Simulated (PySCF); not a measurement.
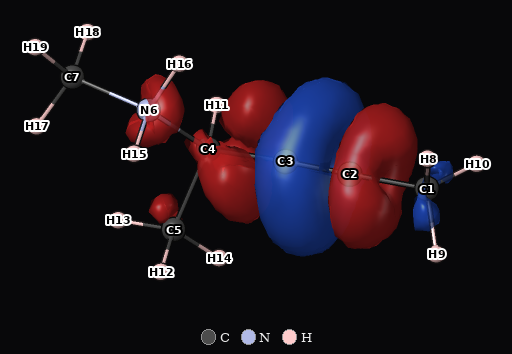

*C6H12N, charge +1, SMILES `CC#CC(C)[NH2+]C`. Unrelaxed difference density of T₃ less the ground state (full linear response triplet states), ±0.015 e/Å³; red: gain, blue: loss.*

Method: B3LYP/6-31G*; geometry: GFN2-xTB; program: PySCF. No frequency check shows the geometry to be a minimum. Without diffuse functions Rydberg states are missing, so the states' numbers hold for this basis only.

Question: How does the charge move on excitation?

Answer: 0.37 e is displaced in all, of which about 0.2 e passes between atoms: C3 (0.15 e) loses electrons and C4 (0.04 e) gains them. The state: 5.68 eV (218 nm), spin-forbidden from the singlet ground state; the leading pair carries 69 %; hole on C3 (43 %) and C2 (38 %), electron on C2 (34 %), C3 (28 %) and C4 (8 %) (shares are of the whole state, not of the leading pair alone); their centroids lie 0.3 Å apart.
